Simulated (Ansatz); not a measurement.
Take TiO$_{2}$ in the rutile structure (space group P4_2/mnm, No. 136; a = 4.5481 Å, c = 2.9171 Å) as the base. Axes: x, y, z lie along a, b, c of the conventional cell.

Modification: biaxial strain +1.80 %, plane normal [001], relaxed out of plane (Cartesian); in-plane vectors clamped, the third vector and the atoms free.

Computed with DFT with LDA, PAW potentials and a 420 eV plane-wave cutoff in Ansatz (a first-principles code), spin-orbit coupling left out.

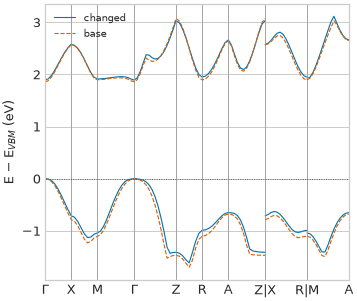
Figure. Highest valence and lowest conduction band along the path, each from its own valence-band maximum

Task: Read the changed gap and its character from the plot.

Result: About 1.9 eV, direct at Γ.

No phonon test of stability was made. The final runs are not spin-polarised.
